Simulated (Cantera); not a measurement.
Charge: 1 mol Si, a varied amount of HCl, 16 mol H2, 0.95 mol Cl2, at 1198.15 K and 51000 Pa.

Equilibrium computed with Cantera from the NASA thermochemical tables; the gas is ideal and each condensed phase is pure. Candidate condensed phases: Si; 19 gas species. The tables' values for SiCl3 are old estimates; treat these amounts as uncertain. Kinetics and transport are ignored.

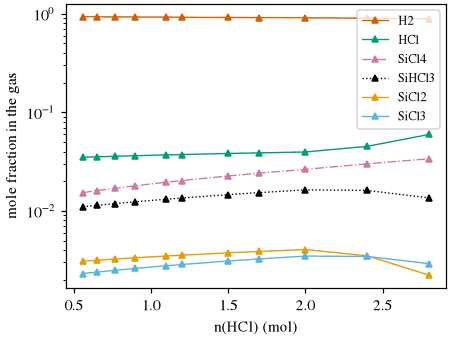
Figure: Equilibrium gas composition (values under 1e-9 drawn at 1e-9)

Problem. Read off the mole fractions at 2 mol HCl.

Solution. H2 about 0.91, HCl about 0.040, SiCl4 about 0.026, SiHCl3 about 0.016, SiCl2 about 0.0040, SiCl3 about 0.0035.
